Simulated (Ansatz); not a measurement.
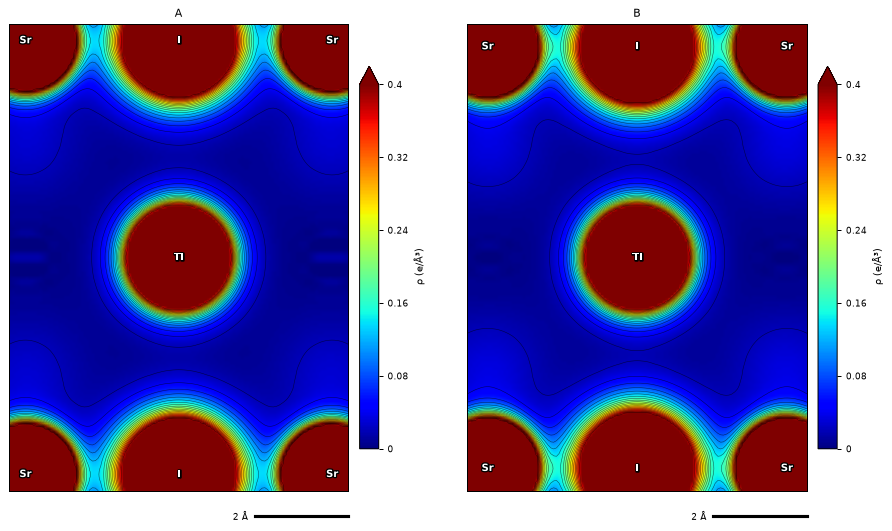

SrTlI3. The valence pseudo-density of two cells that differ in size and shape, on the (011̄) plane of each (indices in the axes of the calculation cell), at one length scale and on one colour scale; one has 51.9 and the other 56.2 Å³ an atom.

All numbers below come from Ansatz, DFT, r2SCAN, plane waves, PAW.

Core electrons are frozen (PAW), and the valence fields are smoothed inside the atomic spheres.

Question: Which panel shows the smaller cell, and what does the compression change?

Answer: Panel B is the smaller cell, by 8 % in volume. From the larger cell to the smaller, Sr–I goes from 3.28 to 3.20 Å, and the density at its midpoint from 0.15 to 0.17 e/Å³; the pressure goes from −1.1 to −0.1 GPa.
